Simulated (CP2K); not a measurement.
# BBr2Cl (dibromo(chloro)borane) at BLYP-D3(BJ)/DZVP-MOLOPT-SR-GTH (core potential)

Aim: the vertical singlet–triplet gap of BBr2Cl (dibromo(chloro)borane) at BLYP-D3(BJ)/DZVP-MOLOPT-SR-GTH (core potential), from 2 runs. 

Program for the calculation: CP2K 2026.2.

3 further runs of the same task are left out: 2 that didn't finish, 1 set aside as unsound or not needed.

**1. Starting point**

The species is BBr2Cl (4 atoms), meant as a singlet with charge 0. SMILES: `ClB(Br)Br`. The coordinates come from a PBE0-D4/def2-TZVP relaxation.

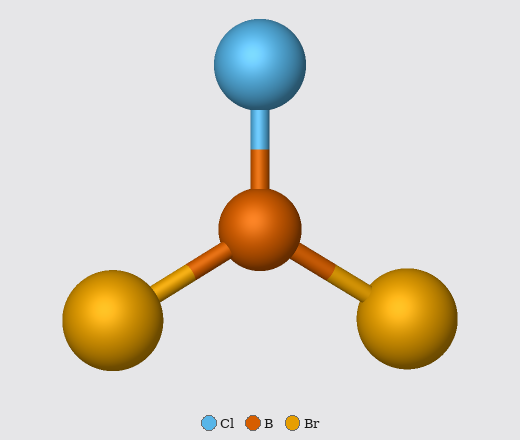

Viewed from a chosen angle; chlorine blue, boron orange, bromine amber.

**2. A single-point energy at BLYP-D3(BJ)/DZVP-MOLOPT-SR-GTH (core potential)**

Input file run.inp:

```
&FORCE_EVAL
  METHOD Quickstep
  &DFT
    BASIS_SET_FILE_NAME BASIS_MOLOPT
    POTENTIAL_FILE_NAME GTH_POTENTIALS
    # Quickstep
    &QS
      METHOD GPW
      EPS_DEFAULT 1.0E-10
    &END QS
    # real-space grids
    &MGRID
      CUTOFF 400
      REL_CUTOFF 50
      NGRIDS 4
    &END MGRID
    &POISSON
      PERIODIC NONE
      POISSON_SOLVER MULTIPOLE
    &END POISSON
    # SCF settings
    &SCF
      SCF_GUESS ATOMIC
      EPS_SCF 1.0E-06
      MAX_SCF 150
      ADDED_MOS 10
      &DIAGONALIZATION
        ALGORITHM STANDARD
      &END DIAGONALIZATION
      &MIXING
        METHOD DIRECT_P_MIXING
        ALPHA 0.4
      &END MIXING
    &END SCF
    # exchange and correlation
    &XC
      &XC_FUNCTIONAL BLYP
      &END XC_FUNCTIONAL
      &VDW_POTENTIAL
        POTENTIAL_TYPE PAIR_POTENTIAL
        &PAIR_POTENTIAL
          TYPE DFTD3(BJ)
          PARAMETER_FILE_NAME dftd3.dat
          REFERENCE_FUNCTIONAL BLYP
          R_CUTOFF 15
        &END PAIR_POTENTIAL
      &END VDW_POTENTIAL
    &END XC
    &PRINT
      &MOMENTS
        PERIODIC F
        REFERENCE COM
        MAX_MOMENT 1
      &END MOMENTS
      &MO ON
        ENERGIES T
        OCCUPATION_NUMBERS T
        NDIGITS 6
        &EACH
          QS_SCF 0
        &END EACH
        ADD_LAST NUMERIC
      &END MO
      &HIRSHFELD OFF
      &END HIRSHFELD
    &END PRINT
  &END DFT
  &SUBSYS
    &CELL
      ABC 9.4 9.8 9.2
      PERIODIC NONE
    &END CELL
    &COORD
      Cl     4.392635     3.515665     5.557850
      B      4.591115     5.121565     4.939330
      Br     5.879425     6.284335     5.709950
      Br     3.520575     5.720875     3.490050
    &END COORD
    &KIND Cl
      BASIS_SET DZVP-MOLOPT-SR-GTH-q7
      POTENTIAL GTH-BLYP-q7
    &END KIND
    &KIND B
      BASIS_SET DZVP-MOLOPT-SR-GTH-q3
      POTENTIAL GTH-BLYP-q3
    &END KIND
    &KIND Br
      BASIS_SET DZVP-MOLOPT-SR-GTH-q7
      POTENTIAL GTH-BLYP-q7
    &END KIND
  &END SUBSYS
&END FORCE_EVAL

&GLOBAL
  PROJECT run
  RUN_TYPE ENERGY
  PRINT_LEVEL MEDIUM
&END GLOBAL
```

On the command line:

```bash
$ OMP_NUM_THREADS=1 cp2k.psmp -i run.inp -o run.out
```

What it wrote:

```text
CP2K| version string:                                       CP2K version 2026.2
[...]
 GLOBAL| Method name                                                        CP2K
[...]
 GLOBAL| Run type                                                         ENERGY
[...]
 DFT| Spin restricted Kohn-Sham (RKS) calculation                            RKS
 DFT| Multiplicity                                                             1
[...]
 DFT| Charge                                                                   0
[...]
 FUNCTIONAL| BECKE88:
 FUNCTIONAL| LYP:
[...]
 QS| Method:                                                                 GPW
[...]
 QS| Density cutoff [a.u.]:                                                200.0
[...]
 QS| Relative density cutoff [a.u.]:                                        25.0
[...]
                             - Atoms:                                          4
[...]
                             - Spherical basis functions:                     52
[...]
 Number of electrons:                                                         24
[...]
     1 P_Mix/Diag. 0.40E+00    0.6     1.41651837       -44.6259523543 -4.46E+01
[...]
    13 DIIS/Diag.  0.48E-06    0.6     0.00000059       -44.5709026218 -4.07E-11
  *** SCF run converged in    13 steps ***
[...]
  Overlap energy of the core charge distribution:               0.00000070097636
  Self energy of the core charge distribution:                -94.99119417954574
  Core Hamiltonian energy:                                     22.12459290453355
  Hartree energy:                                              37.34294688441577
  Exchange-correlation energy:                                 -9.03480576381683
  Dispersion energy:                                           -0.01244316839956
  Total energy:                                               -44.57090262183645
[...]
                     Mulliken Population Analysis
 #  Atom  Element  Kind  Atomic population                           Net charge
       1     Cl       1          7.008193                             -0.008193
       2     B        2          2.737518                              0.262482
       3     Br       3          7.127576                             -0.127576
       4     Br       3          7.126714                             -0.126714
 # Total charge                             24.000000                 -0.000000
[...]
  Dipole moment [Debye]
    X= -0.1425848E-01 Y= -0.1057208E+00 Z=  0.2944236E-01  Total=      0.1106663
 ENERGY| Total FORCE_EVAL ( QS ) energy [hartree]            -44.570902621836446
[...]
```

It took 9.3 s on 1 thread of Arm Neoverse V2, shared host; peak memory 0.75 GiB.

**3. The triplet at the same level**

Input file mol.inp:

```
&GLOBAL
   PROJECT_NAME mol
   RUN_TYPE ENERGY
   PRINT_LEVEL MEDIUM
&END GLOBAL

&FORCE_EVAL
   METHOD QS
   &DFT
      BASIS_SET_FILE_NAME BASIS_MOLOPT
      POTENTIAL_FILE_NAME GTH_POTENTIALS
      CHARGE 0
      MULTIPLICITY 3
      UKS T
      &QS
         METHOD GPW
         EPS_DEFAULT 1.0E-10
      &END QS
      &MGRID
         CUTOFF 400
         REL_CUTOFF 50
         NGRIDS 4
      &END MGRID
      &POISSON
         PERIODIC NONE
         POISSON_SOLVER MULTIPOLE
      &END POISSON
      &SCF
         SCF_GUESS ATOMIC
         EPS_SCF 1.0E-06
         MAX_SCF 50
         &OT ON
            MINIMIZER DIIS
            PRECONDITIONER FULL_ALL
         &END OT
         &OUTER_SCF
            EPS_SCF 1.0E-06
            MAX_SCF 8
         &END OUTER_SCF
      &END SCF
      &XC
         &XC_FUNCTIONAL BLYP
         &END XC_FUNCTIONAL
         &VDW_POTENTIAL
            POTENTIAL_TYPE PAIR_POTENTIAL
            &PAIR_POTENTIAL
               TYPE DFTD3(BJ)
               PARAMETER_FILE_NAME dftd3.dat
               REFERENCE_FUNCTIONAL BLYP
               R_CUTOFF 15
            &END PAIR_POTENTIAL
         &END VDW_POTENTIAL
      &END XC
      &PRINT
         &MOMENTS
            PERIODIC F
            REFERENCE COM
            MAX_MOMENT 1
         &END MOMENTS
         &MO_CUBES
            NLUMO 3
            NHOMO -1
            WRITE_CUBE F
         &END MO_CUBES
         &HIRSHFELD OFF
         &END HIRSHFELD
      &END PRINT
   &END DFT
   &SUBSYS
      &CELL
         ABC [angstrom] 9.4 9.8 9.2
         PERIODIC NONE
      &END CELL
      &COORD
         Cl    -0.203300    -1.644940     0.633550
         B     -0.004820    -0.039040     0.015030
         Br     1.283490     1.123730     0.785650
         Br    -1.075360     0.560270    -1.434250
      &END COORD
      &TOPOLOGY
         &CENTER_COORDINATES
         &END CENTER_COORDINATES
      &END TOPOLOGY
      &KIND Cl
         BASIS_SET DZVP-MOLOPT-SR-GTH-q7
         POTENTIAL GTH-BLYP-q7
      &END KIND
      &KIND B
         BASIS_SET DZVP-MOLOPT-SR-GTH-q3
         POTENTIAL GTH-BLYP-q3
      &END KIND
      &KIND Br
         BASIS_SET DZVP-MOLOPT-SR-GTH-q7
         POTENTIAL GTH-BLYP-q7
      &END KIND
   &END SUBSYS
&END FORCE_EVAL
```

On the command line:

```bash
$ OMP_NUM_THREADS=1 cp2k.psmp -i mol.inp -o mol.out
```

What it wrote:

```text
CP2K| version string:                                       CP2K version 2026.2
[...]
 GLOBAL| Method name                                                        CP2K
[...]
 GLOBAL| Run type                                                         ENERGY
[...]
 DFT| Spin unrestricted (spin-polarized) Kohn-Sham calculation               UKS
 DFT| Multiplicity                                                             3
[...]
 DFT| Charge                                                                   0
[...]
 FUNCTIONAL| BECKE88:
 FUNCTIONAL| LYP:
[...]
 QS| Method:                                                                 GPW
[...]
 QS| Density cutoff [a.u.]:                                                200.0
[...]
 QS| Relative density cutoff [a.u.]:                                        25.0
[...]
                             - Atoms:                                          4
[...]
                             - Spherical basis functions:                     52
[...]
 Number of electrons:                                                         13
[...]
     1 OT DIIS     0.15E+00    1.2     0.07612590       -43.2956485820 -4.33E+01
[...]
    47 OT DIIS     0.15E+00    1.3     0.00000097       -44.4141417428 -6.18E-10
  *** SCF run converged in    47 steps ***
[...]
  Overlap energy of the core charge distribution:               0.00000070097636
  Self energy of the core charge distribution:                -94.99119417954574
  Core Hamiltonian energy:                                     22.28818254685314
  Hartree energy:                                              37.33955435534315
  Exchange-correlation energy:                                 -9.03824199800393
  Dispersion energy:                                           -0.01244316839956
  Total energy:                                               -44.41414174277659
[...]
                     Mulliken Population Analysis
 #  Atom  Element  Kind  Atomic population (alpha,beta) Net charge  Spin moment
       1     Cl       1         3.663646     3.352527    -0.016173     0.311119
       2     B        2         1.878188     1.044244     0.077568     0.833945
       3     Br       3         3.729119     3.301979    -0.031098     0.427140
       4     Br       3         3.729046     3.301250    -0.030296     0.427796
 # Total charge and spin       13.000000    11.000000     0.000000     2.000000
[...]
  Dipole moment [Debye]
    X=  0.6989138E-01 Y=  0.5876531E+00 Z= -0.2339073E+00  Total=      0.6363439
[...]
 HOMO - LUMO gap [eV] :    0.422954
 ENERGY| Total FORCE_EVAL ( QS ) energy [hartree]            -44.414141742776586
[...]
```

Wall time 64 s (1 thread of Arm Neoverse V2, shared host); peak memory 0.95 GiB.

**4. What came out**

Level: BLYP-D3(BJ)/DZVP-MOLOPT-SR-GTH (core potential).

```
                                        quantity          value
                           singlet: total energy   -44.57090 Eh
                          singlet: dipole moment         0.11 D
                            singlet: HOMO energy       -6.76 eV
                            singlet: LUMO energy       -2.42 eV
                          singlet: HOMO–LUMO gap        4.34 eV
                      singlet: dispersion energy  -32.67 kJ/mol
                           triplet: total energy   -44.41414 Eh
                          triplet: dipole moment         0.64 D
     triplet: HOMO energy (highest over α and β)       -2.53 eV
                      triplet: dispersion energy  -32.67 kJ/mol
                                   triplet: ⟨S²⟩          2.005
vertical energy of the triplet above the singlet       4.266 eV
```

In words: At this shape the triplet lies 4.27 eV (98 kcal/mol) above the singlet.
